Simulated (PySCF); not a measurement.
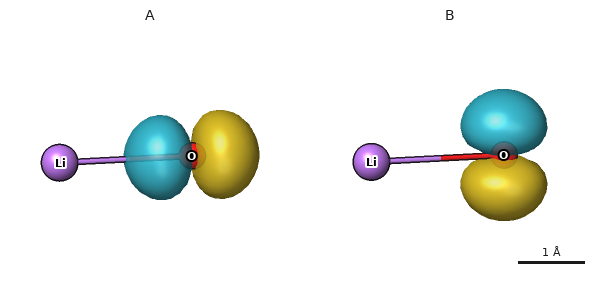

The picture shows: LiO (charge +1, triplet). Two frontier α-spin orbitals, each drawn at the value that holds 80 % of its norm (yellow and cyan are the two phases), in no order; of a degenerate pair one member is drawn.

Theory: PBE0/x2c-SVPall, spin-free X2C-1e, Gaussian nucleus, at a bond length of 2.099 Å (PySCF 2.14.0).

> Name the orbitals and rank them from lowest to highest energy.

Orbital B: π, occupied in this spin, −19.92 eV; almost wholly on O.
Orbital A: σ, occupied in this spin, −18.07 eV; almost wholly on O.
